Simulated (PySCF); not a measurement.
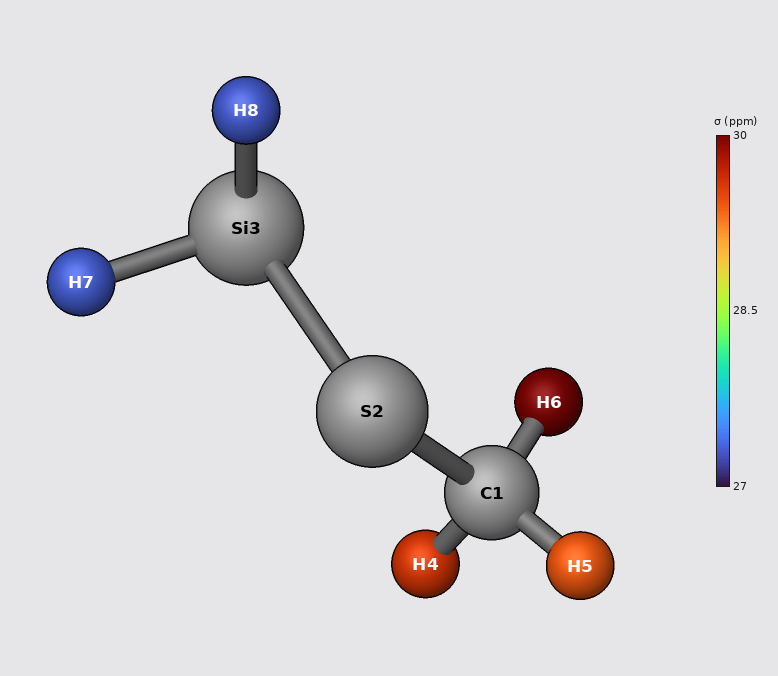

Atoms are coloured by their isotropic NMR shieldings (H only, the others grey). Charge −1, singlet. Computed geometry: PBE0-D3(BJ)/def2-SVP optimisation. No frequency run is at hand to confirm it as a minimum. Method: GIAO PBE0/pcSseg-1 NMR shielding, non-relativistic, IEF-PCM dichloromethane (PySCF 2.14.0).

Question: Which H atom is the most shielded (lowest chemical shift)?

Answer: H6 (29.99 ppm).

Question: Which H atom is the least shielded (highest chemical shift)?

Answer: H8 (27.32 ppm).

Question: How wide is the range of H shifts?

Answer: 2.67 ppm.

Give the isotropic NMR shieldings of the H atoms atom by atom.

```json
{"atom": "H4", "σ (ppm)": "29.58"}
{"atom": "H5", "σ (ppm)": "29.41"}
{"atom": "H6", "σ (ppm)": "29.99"}
{"atom": "H7", "σ (ppm)": "27.33"}
{"atom": "H8", "σ (ppm)": "27.32"}
```
